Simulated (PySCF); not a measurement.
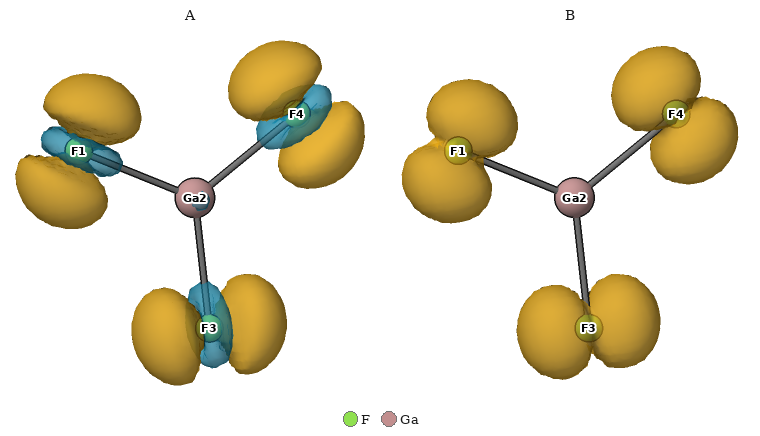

*F₃Ga, SMILES `F[Ga](F)F`. The Fukui function f⁻ from two separate SCF calculations and the density of the HOMO, at ±0.04 e/Å³ (yellow positive, teal negative).*

Method: PBE/def2-TZVP; geometry: GFN2-xTB; program: PySCF. No frequency check shows the geometry to be a minimum. GFN2-xTB bond lengths at metals and heavier atoms can be off by up to 0.1 Å and shapes distorted, which carries into these values.

Which panel is which, and how good is the frozen-orbital picture?

Answer. A is f⁻ (it has negative regions), B the HOMO density. The HOMO lies on F1, F3 and F4 (32 % each) and Ga2 (5 %); f⁻ (Hirshfeld-condensed) is largest on F1, F3 and F4 (0.25 each) and Ga2 (0.25); the vertical ionisation energy is 13.45 eV (the stability of the cation's solution wasn't checked). Relaxation shifts 19 % of the electron between atoms. The orbital energy is −9.65 eV.

The PySCF run took 69 s on 1 thread of Arm Neoverse V2, on a shared host, peak memory 0.53 GiB.
